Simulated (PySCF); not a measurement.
## GeSiNH7O: excited-state calculation

System: GeSiNH7O, SMILES N[SiH2][O][GeH3].
Method: TDDFT wB97X-D/def2-SVPD, vertical, gas phase, core orbitals frozen in the response (PySCF 2.14.0).

The geometry comes from this level: PBE0-D3(BJ)/def2-SVP. It belongs to a series of runs on one base structure; here: H on Si replaced by OGeH3.

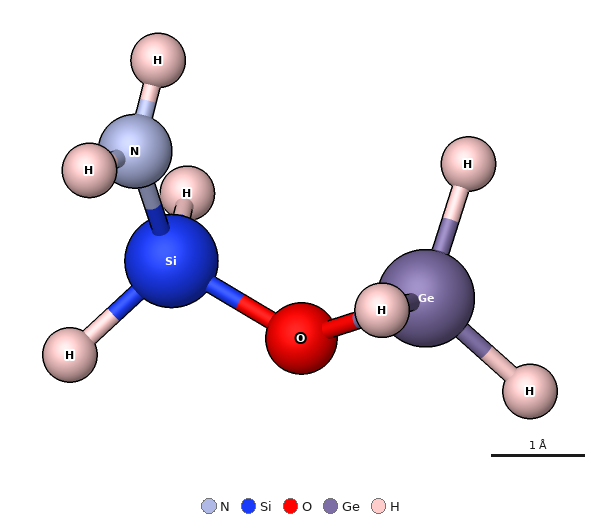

Fig. 1: The structure as given in the input (ball-and-stick view, seen at a tilt). Sticks mark near contacts. Bond lengths as drawn: Ge–H 1.54 Å, Ge–O 1.78 Å, H–N 1.01 Å, H–Si 1.49 Å, N–Si 1.72 Å and O–Si 1.66 Å.

### Summary

```tsv
quantity	value
outcome	converged
total energy	−2500.338401 hartree
HOMO	−9.61 eV
LUMO	1.69 eV
dipole moment	2.08 D
mean polarisability	68.24 a.u.
vertical ionisation energy	9.99 eV
lowest singlet excitation	6.80 eV
hardware	1 CPU thread, shared host
wall time	89 s
peak memory	0.8 GiB
```

### Remarks

Spin–orbit coupling is left out, which matters for the heavy atoms.

### The input
```
{"job": {"kind": "uv", "xc": "wB97X-D", "basis": "def2-SVPD", "ip": true, "dynamic": true}, "charge": 0, "multiplicity": 1}
N     -1.636505     0.442832    -0.508465
Si    -0.956723    -0.641798     0.641801
O      0.694541    -0.497649     0.778740
Ge     1.865525     0.222271    -0.349290
H     -1.869610     1.406568    -0.307940
H     -1.833876     0.183901    -1.466138
H     -1.523825    -0.353664     1.988708
H     -1.289031    -2.022018     0.182473
H      1.633317    -0.337309    -1.767886
H      3.249431    -0.183301     0.178746
H      1.703110     1.754087    -0.347897
```

The first line tells a small driver script what to run in PySCF; the rest is the geometry in Å.

Launched with:
```bash
OMP_NUM_THREADS=1 python <driver script> task.json out
```

### Output
```
coarse grid: 41432 points
cycle   1  E = -2500.1986412630  dE = -4.977e-01  |g| = 8.676e-01  |ddm| = 3.841e+00
cycle   2  E = -2500.1028187433  dE =  9.582e-02  |g| = 1.145e+00  |ddm| = 2.117e+00
cycle   3  E = -2500.3368205825  dE = -2.340e-01  |g| = 9.748e-02  |ddm| = 1.179e+00
cycle   4  E = -2500.3383699058  dE = -1.549e-03  |g| = 4.512e-02  |ddm| = 1.860e-01
cycle   5  E = -2500.3387533490  dE = -3.834e-04  |g| = 4.947e-03  |ddm| = 5.989e-02
cycle   6  E = -2500.3387607092  dE = -7.360e-06  |g| = 2.287e-03  |ddm| = 1.695e-02
final grid: 84768 points
cycle   7  E = -2500.3383999710  dE = -8.573e-07  |g| = 2.175e-03  |ddm| = 7.406e-03
cycle   8  E = -2500.3383999682  dE =  2.790e-09  |g| = 2.187e-03  |ddm| = 3.359e-03
cycle   9  E = -2500.3384007476  dE = -7.794e-07  |g| = 1.091e-04  |ddm| = 1.730e-03
cycle  10  E = -2500.3384007509  dE = -3.304e-09  |g| = 6.426e-05  |ddm| = 2.415e-04
cycle  11  E = -2500.3384007520  dE = -1.133e-09  |g| = 1.968e-05  |ddm| = 2.127e-04
cycle  12  E = -2500.3384007521  dE = -9.595e-11  |g| = 5.385e-06  |ddm| = 4.396e-05
```

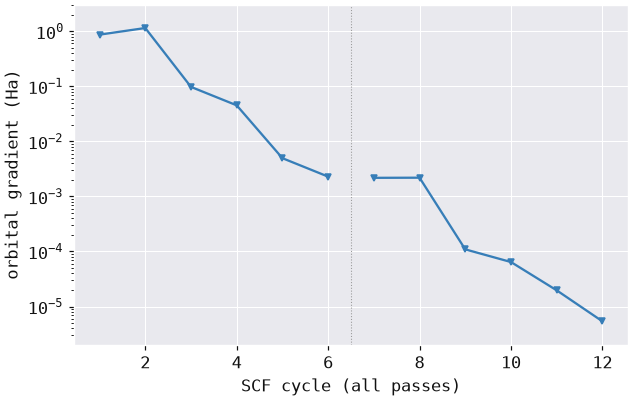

Fig. 2: Convergence of the self-consistent field: orbital gradient against the SCF cycle. The dotted line marks the change from a coarse to the final integration grid. The first 6 cycles use a coarse grid, the final grid takes over at cycle 7, and the field converges after 12 cycles in all.

```
converged SCF energy = -2500.3384007521

Static polarisability (au): isotropic 68.241, principal 63.116 65.806 75.801

Singlet excitations
state   eV       nm        f      main configurations
  1   6.8028    182.3   0.05819   H->L 0.56, H->L+2 0.22, H->L+1 0.17
  2   7.2474    171.1   0.00121   H-1->L+1 0.82
  3   7.5897    163.4   0.04005   H->L+1 0.51, H-2->L+1 0.18, H->L+2 0.09
  4   7.7301    160.4   0.08016   H-1->L 0.82
  5   8.0206    154.6   0.01414   H-2->L+1 0.65, H->L+1 0.10
  6   8.2247    150.7   0.03521   H->L+2 0.25, H-2->L 0.22, H->L 0.19
  7   8.4279    147.1   0.01217   H->L+7 0.38, H-2->L 0.14, H-1->L+2 0.13
  8   8.4566    146.6   0.00875   H-1->L+2 0.45, H->L+7 0.23
  9   8.4887    146.1   0.02238   H-2->L 0.24, H->L+7 0.19, H->L+4 0.18
 10   8.5710    144.7   0.01734   H-1->L+4 0.24, H-3->L+1 0.16, H-2->L 0.13

Triplet excitations (Tamm-Dancoff, eV): 6.5099 6.9395 7.1733 7.4807
Vertical ionisation energy (delta-SCF) = 9.9945 eV
```

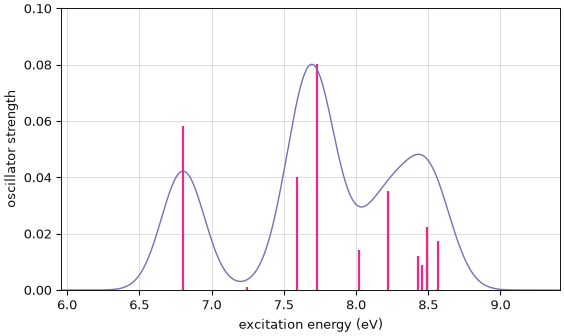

Fig. 3: Computed excitations as sticks (degenerate states added up, dark ones marked on the axis), with a Gaussian envelope of 0.35 eV full width at half maximum, scaled to the tallest. Of the 10 states the lowest lies at 6.80 eV (f = 0.058); the strongest line is at 7.73 eV, or 160 nm (f = 0.080).

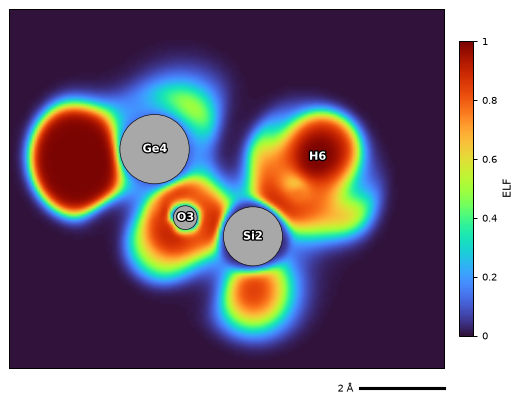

Fig. 4: Electron localisation function on the plane of atoms Si2, O3 and Ge4. Grey discs, where drawn, cover atomic cores. The section cuts through Si, O, Ge and H sites. Si–O (1.66 Å): the ELF peaks at about 0.85 between the atoms (a shared but strongly polarised pair). Ge–O (1.78 Å): the ELF peaks at about 0.85 in the valence shell of O, 0.6 Å from its nucleus, and is about 0.30 at the midpoint.

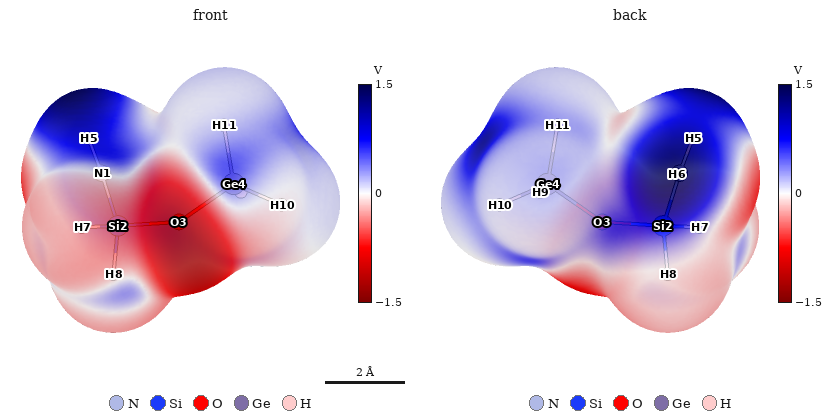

Fig. 5: The electrostatic potential painted on the density surface at 0.001 e/bohr³, seen at a tilt and from behind; the colour scale runs from red (negative) to blue (positive). Its dipole moment is 2.08 D.
